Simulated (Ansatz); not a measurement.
Consider Si₄O.

```yaml
crystal:
  lattice:
    - [4.17510, 0.00000, 0.00000]
    - [0.00000, 4.17510, 0.00000]
    - [0.00000, 0.00000, 4.17510]
  atoms:
    - { symbol: Si, position: [0.00000, 0.00000, 0.00000] }
    - { symbol: Si, position: [0.50000, 0.50000, 0.00000] }
    - { symbol: Si, position: [0.50000, 0.00000, 0.50000] }
    - { symbol: Si, position: [0.00000, 0.50000, 0.50000] }
    - { symbol: O, position: [0.50000, 0.50000, 0.50000] }
```

Space group Pm-3m; a structure generated by program, which may or may not match a known phase.

These are results of DFT PBE, scalar-relativistic, plane waves, PAW (Ansatz 0.2.0), not measurements.

Question: What can the converged valence pseudo-density and electron localisation function tell about the bonding?

Answer: Si–O (2.09 Å): the density is about 0.46 e/Å³ at the midpoint; the ELF peaks at about 0.80 in the valence shell of O, 0.6 Å from its nucleus, and drops to about 0.45 between the two atoms.

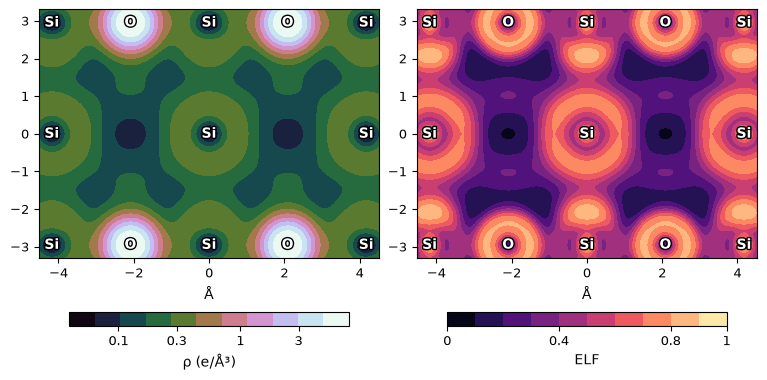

Computed valence pseudo-density and electron localisation function on the (101) plane of the conventional cell, in this order. 

The density is the valence pseudo-density of a PAW calculation; it isn't the true density close to the nuclei.
